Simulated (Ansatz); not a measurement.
```xyz
7

B    -0.5367    0.7409   -0.3062
C     0.3182   -0.3048    0.4257
N     0.9597   -1.0872    0.9794
I    -0.6298   -0.1365   -2.3722
H    -1.6258    0.7646    0.1985
H     0.0571    1.7844   -0.3104
H     1.5184   -1.8296    1.3396
```

Geometry: PBE0-D4/def2-TZVP; core potentials replace the inner electrons of I.

All numbers below come from RKS PBE0-D4/def2-TZVPP (Ansatz).

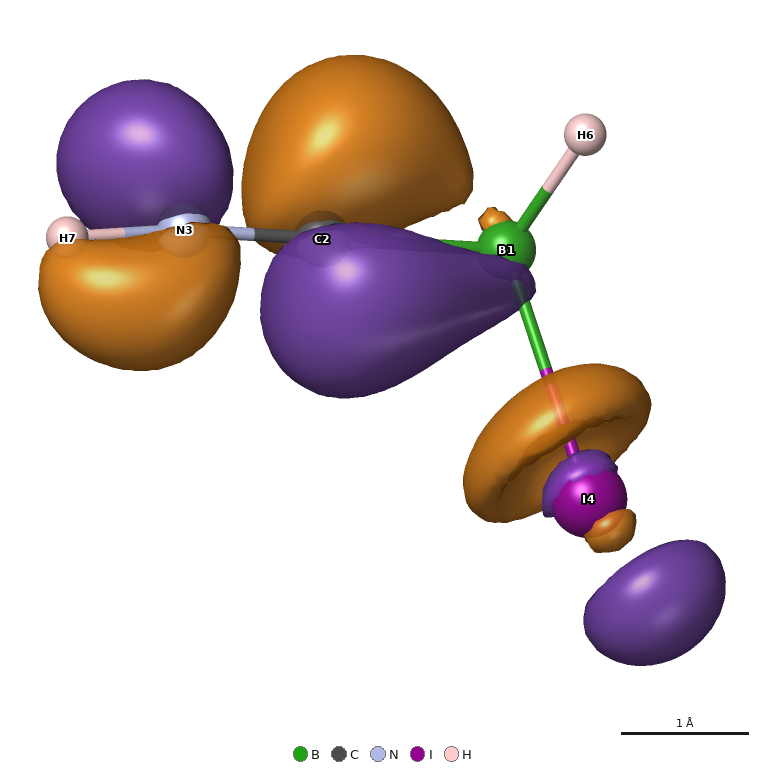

CH$_{3}$BIN. One frontier orbital at ±0.15 Å⁻³ᐟ² (orange and purple are the two phases), seen at an oblique angle.

**Which orbital is it: HOMO or LUMO?**

The LUMO, at −1.54 eV. By Hirshfeld shares it lies mainly on C2 (about 35 %), N3 (about 25 %), I4 (about 20 %) and B1 (about 10 %).
